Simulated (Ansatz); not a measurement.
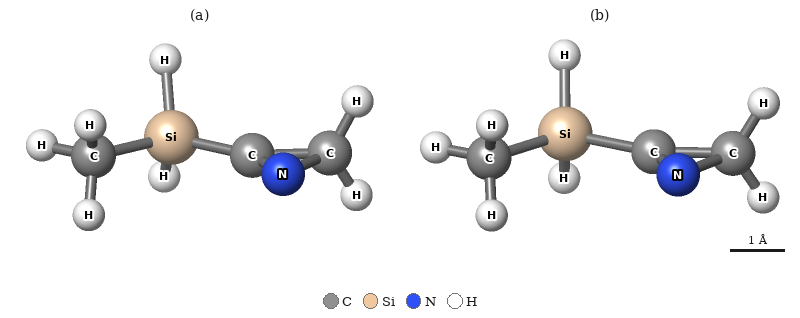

The structure of C₃H₇NSi (coarse preliminary run) before (left) and after (right) a relaxation, at one scale.

The picture is a ball-and-stick view, seen from a free direction.

The start comes from a force field.

These are results of Ansatz, RKS PBE-D4/def2-SVP, not measurements.

Input
```yaml
crystal:
  periodic: [false, false, false]
  atoms:
    - {symbol: C, position_ang: [-1.486500, 0.966500, 0.945000]}
    - {symbol: Si, position_ang: [0.161800, 0.779700, 0.246200]}
    - {symbol: C, position_ang: [0.436200, -0.769600, -0.486100]}
    - {symbol: N, position_ang: [0.008300, -1.884600, -0.732000]}
    - {symbol: C, position_ang: [1.381200, -1.630700, -1.145000]}
    - {symbol: H, position_ang: [-2.295000, 0.911400, 0.152900]}
    - {symbol: H, position_ang: [-1.626400, 2.010800, 1.372000]}
    - {symbol: H, position_ang: [-1.708400, 0.295700, 1.711100]}
    - {symbol: H, position_ang: [0.412600, 1.896700, -0.687400]}
    - {symbol: H, position_ang: [1.136800, 1.063700, 1.365700]}
    - {symbol: H, position_ang: [1.526900, -1.528500, -2.170200]}
    - {symbol: H, position_ang: [2.129500, -2.166500, -0.538000]}
basis:
  gaussian: {orbitals: def2-SVP}
hamiltonian: {xc: pbe, dispersion: d4}
relax: {f_tol: 0.03, max_steps: 200}
```

Run as
```bash
ansatz run in.yaml --threads 4 --pin off --events-out ev --progress --plain --max-ram 10444MiB
```

Summarise the run.

The largest move after the best rigid fit is that of Si2, 0.19 Å. Largest moves by element: Si 0.19 Å, H 0.17 Å, C 0.11 Å, N 0.09 Å. Near-neighbour distances that change, for instance: Si2–C3 1.735 → 1.879 Å, C1–Si2 1.800 → 1.882 Å, N4–C5 1.456 → 1.522 Å, C1–H8 1.042 → 1.108 Å. Among the angles between lasting bonds that change: Si2–C3–N4 147.8° → 139.7°, Si2–C3–C5 146.3° → 153.6°, C1–Si2–H10 106.5° → 112.3°. Over 8 geometry steps the energy falls by 18.1 kcal/mol. The largest force component goes from 4.2 to 0.0057 eV/Å. Cost: 10 s on 4 threads of Arm Neoverse V2, on a shared host.
